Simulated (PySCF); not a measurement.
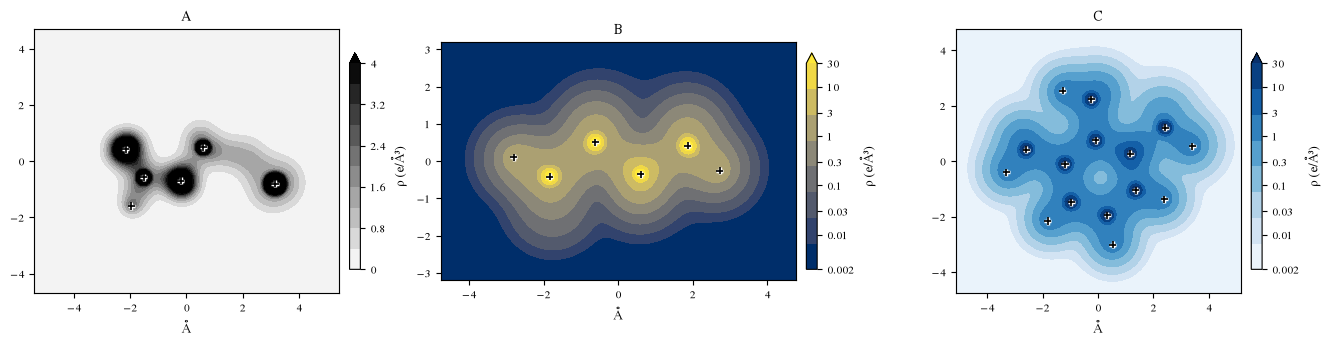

The total electron density of 3 systems, each on a plane through atoms (crosses mark nuclei in the plane).

All numbers below come from PBE0/pcSseg-1, SCF density, gas phase, non-relativistic (PySCF).

System 1: C₃H₈F₂N (SMILES C[NH2+]CC(F)F) (charge +1), the plane of atoms N2, C1 and H8. Geometry: GFN2-xTB.

```xyz
14

C    -1.9033   -0.0335   -0.0484
N    -0.4904   -0.1924   -0.4446
C     0.4774    0.2533    0.5873
C     1.8952    0.0343    0.0442
F     2.0325   -1.2733   -0.2621
F     2.0133    0.7141   -1.1162
H    -2.1080   -0.6154    0.8484
H    -2.5589   -0.3774   -0.8462
H    -2.1191    1.0138    0.1552
H    -0.3096    0.3394   -1.3104
H    -0.2986   -1.1828   -0.6625
H     0.3422   -0.3307    1.5006
H     0.3276    1.3135    0.8037
H     2.6992    0.3365    0.7287
```

System 2: C₇H₁₂BN (SMILES [BH3-][n+]1cccc(C)c1C), the plane of atoms B1, N2 and C8. Geometry: GFN2-xTB.

```yaml
atoms:
  - { symbol: B, position_ang: [-2.1285, -1.4441, 0.0103] }
  - { symbol: N, position_ang: [-1.1618, -0.2125, 0.0614] }
  - { symbol: C, position_ang: [-1.6877, 1.0115, 0.0671] }
  - { symbol: C, position_ang: [-0.9205, 2.1532, 0.1143] }
  - { symbol: C, position_ang: [0.4586, 2.0211, 0.1570] }
  - { symbol: C, position_ang: [1.0216, 0.7532, 0.1496] }
  - { symbol: C, position_ang: [2.5128, 0.6038, 0.1937] }
  - { symbol: C, position_ang: [0.1717, -0.3600, 0.1008] }
  - { symbol: C, position_ang: [0.7027, -1.7488, 0.0890] }
  - { symbol: H, position_ang: [-1.9136, -2.0985, 0.9898] }
  - { symbol: H, position_ang: [-3.2499, -1.0401, -0.0156] }
  - { symbol: H, position_ang: [-1.8549, -2.0624, -0.9776] }
  - { symbol: H, position_ang: [-2.7645, 1.0566, 0.0334] }
  - { symbol: H, position_ang: [-1.3894, 3.1239, 0.1167] }
  - { symbol: H, position_ang: [1.0922, 2.8947, 0.1958] }
  - { symbol: H, position_ang: [2.8195, 0.0402, 1.0735] }
  - { symbol: H, position_ang: [2.9868, 1.5813, 0.2319] }
  - { symbol: H, position_ang: [2.8771, 0.0828, -0.6904] }
  - { symbol: H, position_ang: [0.3445, -2.2601, -0.8036] }
  - { symbol: H, position_ang: [1.7851, -1.7809, 0.1229] }
  - { symbol: H, position_ang: [0.2894, -2.2980, 0.9343] }
```

System 3: C₆H₈O₂S, the plane of atoms C2, O3 and C4. Geometry: GFN2-xTB.

```xyz
17

C     0.2407    1.5205    0.5726
C     0.1088    0.2103   -0.1942
O     1.3427   -0.1240   -0.8427
C     2.3567   -0.5195   -0.0971
O     2.3814   -0.6526    1.0901
C    -0.5862   -0.9349    0.5811
C    -1.8249   -0.7779   -0.3188
C    -1.0616    0.2002   -1.1599
S    -1.3374    0.9398   -2.5560
H     0.5781    2.3029   -0.1041
H     0.9610    1.4011    1.3783
H    -0.7214    1.8034    0.9907
H     3.2120   -0.7248   -0.7647
H    -0.7294   -0.7363    1.6395
H    -0.0812   -1.8896    0.4584
H    -2.1523   -1.6690   -0.8530
H    -2.6940   -0.3374    0.1698
```

Question: Match each panel to its system.

Answer: Panel A is system 3, C₆H₈O₂S: the plane holds C, O, S and H. C–O (1.19 Å): ρ at the midpoint is about 3.4 e/Å³. Panel B is system 1, C₃H₈F₂N: the plane holds C, N and H. C–N (1.48 Å): ρ at the midpoint is about 1.8 e/Å³. Panel C is system 2, C₇H₁₂BN: the plane holds B, N, C and H. C–N (1.33 Å): ρ is about 2.5 e/Å³ halfway.
